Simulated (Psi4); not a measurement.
# C2H8OSi (SMILES CC[SiH2]O): CCSD/cc-pVDZ

What is the vertical ionisation energy of C2H8OSi at CCSD/cc-pVDZ? 

Program for the calculation: Psi4 1.11.

## (1) The structure to begin with

The species is C2H8OSi (12 atoms), meant as a singlet with charge 0. SMILES: `CC[SiH2]O`. Geometry: relaxed at PBE0-D4/def2-TZVP. This is one conformer, not always the lowest.

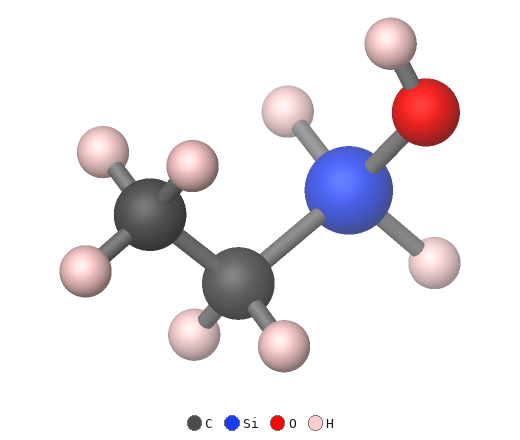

The structure, seen from a chosen angle (carbon dark grey, silicon blue, oxygen red, hydrogen pink).

## (2) The energy at CCSD/cc-pVDZ

File job.json:

```json
{
 "schema_name": "qcschema_input",
 "schema_version": 1,
 "molecule": {
  "schema_name": "qcschema_molecule",
  "schema_version": 2,
  "symbols": ["C", "C", "Si", "O", "H", "H", "H", "H", "H", "H", "H", "H"],
  "geometry": [-2.76277959, -0.5954527, -0.24642029, -0.36490611, -1.12476499, 1.26725034, 2.54753979, 0.26116015, -0.16742973, 2.37727546, 3.36881476, -0.43388112, -2.61670376, -1.32526493, -2.17469682, -3.13524461, 1.43297932, -0.37548858, -4.42460475, -1.46510466, 0.6175625, -0.551989, -0.39854324, 3.19684969, -0.05877048, -3.16680304, 1.44979788, 2.9400359, -0.89478532, -2.71270185, 4.78214093, -0.23602679, 1.45338836, 1.41370411, 4.03947856, -1.81016865],
  "molecular_charge": 0,
  "molecular_multiplicity": 1,
  "fix_symmetry": "c1",
  "fix_com": true,
  "fix_orientation": true
 },
 "driver": "energy",
 "model": {
  "method": "ccsd",
  "basis": "cc-pVDZ"
 },
 "keywords": {
  "reference": "rhf",
  "puream": true,
  "e_convergence": 1e-09,
  "d_convergence": 1e-08,
  "scf_type": "pk",
  "num_frozen_docc": 8
 }
}
```

On the command line:

```sh
$ psi4 --qcschema job.json -n 1 --memory 1600MB
```

stdout:

```text
[...]
  Running in c1 symmetry.
[...]
  Nuclear repulsion =  176.424078339710434
[...]
  Multiplicity = 1
[...]
  Nalpha       = 21
  Nbeta        = 21
[...]
    Number of basis functions: 100
[...]
   @RHF iter   1:  -444.08413983871895   -6.80436e-01   5.28356e-03 DIIS/ADIIS
[...]
   @RHF iter  11:  -444.23640725145560   -9.37916e-12   7.14608e-09 DIIS
[...]
    Orbital Energies [Eh]
    ---------------------
    Doubly Occupied:
       1A    -68.794819     2A    -20.551335     3A    -11.231291
       4A    -11.214546     5A     -6.140833     6A     -4.248095
       7A     -4.246768     8A     -4.246300     9A     -1.334706
      10A     -1.026983    11A     -0.851857    12A     -0.737110
      13A     -0.638718    14A     -0.608946    15A     -0.576647
      16A     -0.546034    17A     -0.525045    18A     -0.507397
      19A     -0.495050    20A     -0.453402    21A     -0.414439
[...]
  @RHF Final Energy:  -444.23640725145560
   => Energetics <=
    Nuclear Repulsion Energy =            176.4240783397104337
    One-Electron Energy =                -962.5403228948124479
    Two-Electron Energy =                 341.8798373036463545
    Total Energy =                       -444.2364072514556028
[...]
 Multipole Moments:
 ------------------------------------------------------------------------------------
     Multipole            Electronic (a.u.)      Nuclear  (a.u.)        Total (a.u.)
 ------------------------------------------------------------------------------------
 L = 1.  Multiply by 2.5417464519 to convert [e a0] to [Debye]
 Dipole X            :        -34.8284196           34.2662149           -0.5622047
 Dipole Y            :        -18.4641794           18.2713839           -0.1927955
 Dipole Z            :         -0.2587399           -0.0455424           -0.3042823
 Magnitude           :                                                    0.6677065
[...]
      * MP2 total energy                      = -444.818876248985873
[...]
      * CCSD total energy                     = -444.871976652145349
[...]
```

The result, in JSON:

```text
{
 "driver": "energy",
 "model": {
  "method": "ccsd",
  "basis": "cc-pVDZ"
 },
 "success": true,
 "return_result": -444.87197665214535,
 "properties": {
  "calcinfo_nbasis": 100,
  "calcinfo_nmo": 100,
  "calcinfo_nalpha": 21,
  "calcinfo_nbeta": 21,
  "calcinfo_natom": 12,
  "nuclear_repulsion_energy": 176.42407833971043,
  "return_energy": -444.87197665214535,
  "scf_one_electron_energy": -962.5403228948124,
  "scf_two_electron_energy": 341.87983730364635,
  "scf_dipole_moment": [-0.5622047350406945, -0.19279545565897394, -0.3042822695528353],
  "scf_total_energy": -444.2364072514556,
  "scf_iterations": 11,
  "mp2_same_spin_correlation_energy": -0.13259612562422324,
  "mp2_opposite_spin_correlation_energy": -0.4498728719028194,
  "mp2_singles_energy": -3.756960785291602e-28,
  "mp2_doubles_energy": -0.5824689975270426,
  "mp2_correlation_energy": -0.5824689975270426,
  "mp2_total_energy": -444.8188762489859,
  "ccsd_same_spin_correlation_energy": -0.12257031149414521,
  "ccsd_opposite_spin_correlation_energy": -0.5129990891923504,
  "ccsd_singles_energy": 0.0,
  "ccsd_doubles_energy": -0.6355694006864956,
  "ccsd_correlation_energy": -0.6355694006864957,
  "ccsd_total_energy": -444.87197665214535,
  "ccsd_iterations": 14
 }
}
```

It took 29 s on 1 thread of Intel Xeon 6975P-C (Granite Rapids), shared host; peak memory 0.81 GiB.

## (3) The doublet cation at the same level

File calc.dat:

```
memory 1600 MB

molecule {
  1 2
  C
  C 1 1.526488
  Si 2 1.868036 1 113.61043
  O 3 1.652991 2 112.35133 1 59.90583
  H 1 1.093774 2 111.46893 3 58.50938
  H 1 1.093481 5 107.52205 2 122.20231
  H 1 1.092776 6 107.12599 5 -115.13969
  H 2 1.095506 1 110.46322 7 -59.21677
  H 2 1.096938 8 106.07146 1 -119.73407
  H 3 1.493806 4 109.75842 2 121.05008
  H 3 1.48431 10 109.73461 4 -115.63178
  H 4 0.957274 3 117.56577 11 160.57345
  symmetry c1
}

set reference uhf
set puream true
set e_convergence 1e-09
set d_convergence 1e-08
set scf_type pk
set num_frozen_docc 8
set maxiter 100

energy('ccsd/cc-pVDZ')
```

On the command line:

```sh
$ psi4 -n 1 calc.dat calc.out
```

calc.out:

```text
[...]
  Running in c1 symmetry.
[...]
  Nuclear repulsion =  176.424059569652400
[...]
  Multiplicity = 2
[...]
  Nalpha       = 21
  Nbeta        = 20
[...]
    Number of basis functions: 100
[...]
   @UHF iter   1:  -443.72713669929129   -3.23434e-01   4.60119e-03 ADIIS/DIIS
[...]
   @UHF iter  20:  -443.87296481620706   -1.04592e-11   7.56589e-09 DIIS
[...]
   @S^2 Observed:                7.656376797E-01
[...]
    Orbital Energies [Eh]
    ---------------------
    Alpha Occupied:
       1A    -69.058764     2A    -20.782525     3A    -11.524315
       4A    -11.451285     5A     -6.403822     6A     -4.515046
       7A     -4.508575     8A     -4.506995     9A     -1.560332
      10A     -1.307556    11A     -1.113313    12A     -0.972474
      13A     -0.890281    14A     -0.867549    15A     -0.816954
      16A     -0.785616    17A     -0.758693    18A     -0.742799
      19A     -0.729846    20A     -0.701514    21A     -0.682009
    Alpha Virtual:
      22A     -0.043733    23A     -0.020293    24A      0.013322
      25A      0.027567    26A      0.038357    27A      0.041977
[...]
  @UHF Final Energy:  -443.87296481620706
   => Energetics <=
    Nuclear Repulsion Energy =            176.4240595696523997
    One-Electron Energy =                -952.3296652523495140
    Two-Electron Energy =                 332.0326408664900555
    Total Energy =                       -443.8729648162070589
  UHF NO Occupations:
  HONO-2 :   19  A 1.9986331
  HONO-1 :   20  A 1.9960389
[...]
 Multipole Moments:
 ------------------------------------------------------------------------------------
     Multipole            Electronic (a.u.)      Nuclear  (a.u.)        Total (a.u.)
 ------------------------------------------------------------------------------------
 L = 1.  Multiply by 2.5417464519 to convert [e a0] to [Debye]
 Dipole X            :          1.2578361           -1.9895672           -0.7317312
 Dipole Y            :         -2.7426050            3.7915668            1.0489618
 Dipole Z            :          2.6801341           -3.2539112           -0.5737772
 Magnitude           :                                                    1.4017744
[...]
      * MP2 total energy                      = -444.436652204174607
[...]
      * CCSD total energy                     = -444.493805198198913
[...]
```

It took 1.9 min on 1 thread of Intel Xeon 6975P-C (Granite Rapids), shared host; peak memory 0.82 GiB.

## (4) Summary of results

At CCSD/cc-pVDZ, 8 core orbitals frozen:

| quantity | value |
| --- | --- |
| singlet C2H8OSi: total energy | -444.87198 Eh |
| singlet C2H8OSi: HOMO energy (Hartree–Fock orbitals) | -11.28 eV |
| singlet C2H8OSi: LUMO energy (Hartree–Fock orbitals) | 4.23 eV |
| singlet C2H8OSi: HOMO–LUMO gap (Hartree–Fock orbitals) | 15.51 eV |
| singlet C2H8OSi: correlation energy (8 core orbitals frozen) | -635.6 mEh |
| singlet C2H8OSi: T1 diagnostic | 0.009 |
| doublet cation: total energy | -444.49381 Eh |
| doublet cation: HOMO energy (Hartree–Fock orbitals) (highest over α and β) | -17.94 eV |
| doublet cation: LUMO energy (Hartree–Fock orbitals) (lowest over α and β) | -8.47 eV |
| doublet cation: correlation energy (8 core orbitals frozen) | -620.8 mEh |
| doublet cation: ⟨S²⟩ of the reference determinant | 0.766 |
| doublet cation: T1 diagnostic | 0.048 |
| vertical ionisation energy (to the doublet cation) | 10.291 eV |

In words: The vertical ionisation energy comes to 10.29 eV (993 kJ/mol). The T1 diagnostic (doublet cation) of 0.048 is above the customary mark for such species, so a single reference may not serve.
